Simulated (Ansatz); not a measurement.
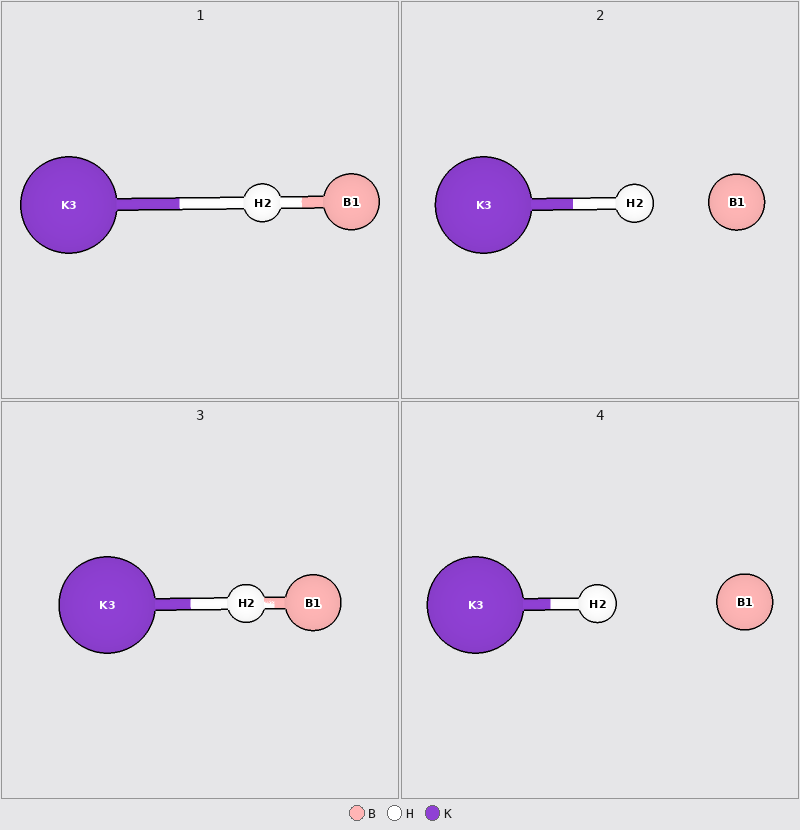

The system B + HK, spin multiplicity 2. Coordinates scanned: (1) distance B1–H2; (2) distance H2–K3. Nothing is relaxed (the angle B1–H2–K3 is fixed at 180 degrees). Grid: 9 × 9 points. Points are written as (first, second). Energies: eV, counted from B far from the relaxed HK (each part in its own basis). Method: UKS PBE0-D4/def2-SVPD in Ansatz.

The numbered pictures are structures from this grid.

Which is the most stable, and how do the others follow?

Answer. 1, at (1.367 Å, 2.973 Å): −1.95 eV; 2, at (1.570 Å, 2.319 Å): −1.71 eV; 3, at (1.027 Å, 2.136 Å): −1.21 eV; 4, at (2.265 Å, 1.872 Å): −0.36 eV.

The map, with the structures marked:

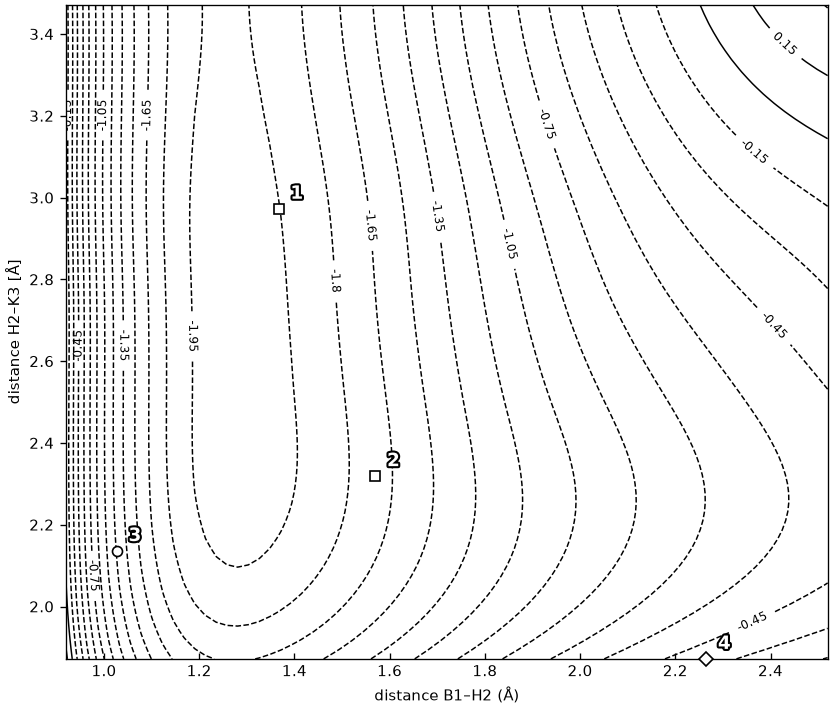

Drawn: contour lines labelled in eV. Between grid points the surface is interpolated.
